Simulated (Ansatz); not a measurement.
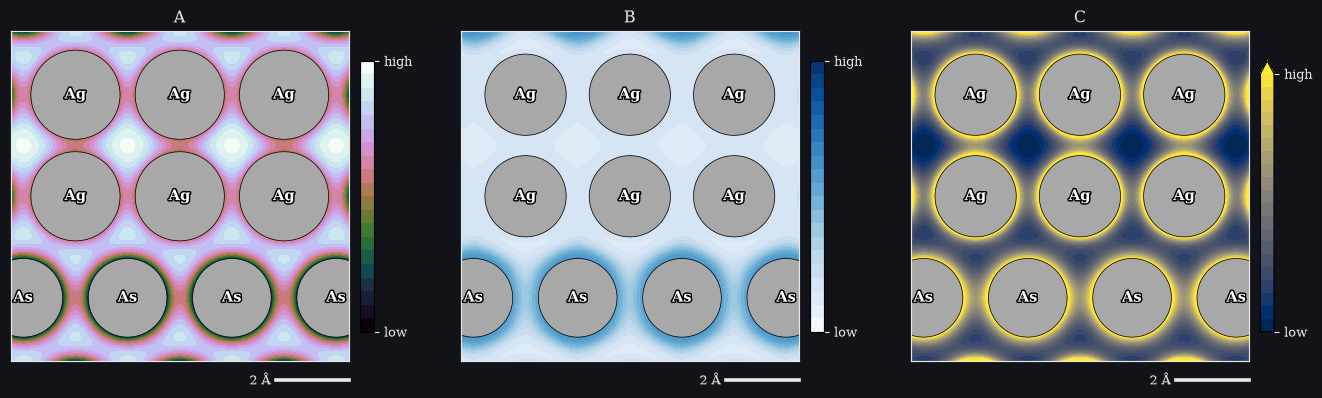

Ag₂As: 3 fields on the (110) plane of the conventional cell, with unlabelled colour scales. Grey discs cover the atomic cores.

Space group P6/mmm; a structure generated by program, which may or may not match a known phase; computed without spin polarisation.

Method: DFT PBE, scalar-relativistic, plane waves, PAW (Ansatz 0.2.0).

```
Ag As
1.0
     4.80531    0.00000    0.00000
    -2.40265    4.16152    0.00000
     0.00000    0.00000    2.84968
Ag As
2 1
Direct
  0.33333 0.66667 0.50000
  0.66667 0.33333 0.50000
  0.00000 0.00000 0.00000
```

Question: Match the panels to the quantities (electron localisation function, electrostatic potential energy of an electron and valence pseudo-density).

Answer: Panel A: electrostatic potential energy of an electron (low next to the atoms, rising into the space between them). Panel B: electron localisation function. Panel C: valence pseudo-density. From the grid: Ag–Ag (2.77 Å): the density is about 0.25 e/Å³ at the midpoint; the ELF is about 0.15 at the midpoint; no localised pair shows between them. Ag–As (3.12 Å): ρ at the midpoint is about 0.16 e/Å³; the ELF is about 0.20 at the midpoint.
